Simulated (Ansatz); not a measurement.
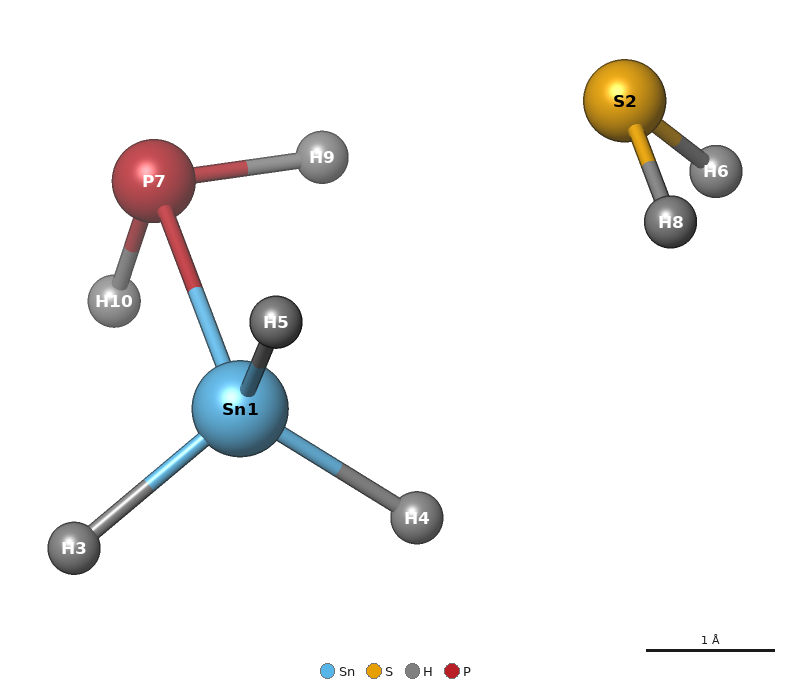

Orthographic view. Depth is shown by fading: the farther an atom, the more it takes the colour of the background. The computed structure is the end point of a PBE0-D4/def2-TZVP optimisation.

List the bonded neighbours of every atom.

Sn1: H3, H4, H5, P7
S2: H6, H8
H3: Sn1
H4: Sn1
H5: Sn1
H6: S2
P7: Sn1, H9, H10
H8: S2
H9: P7
H10: P7
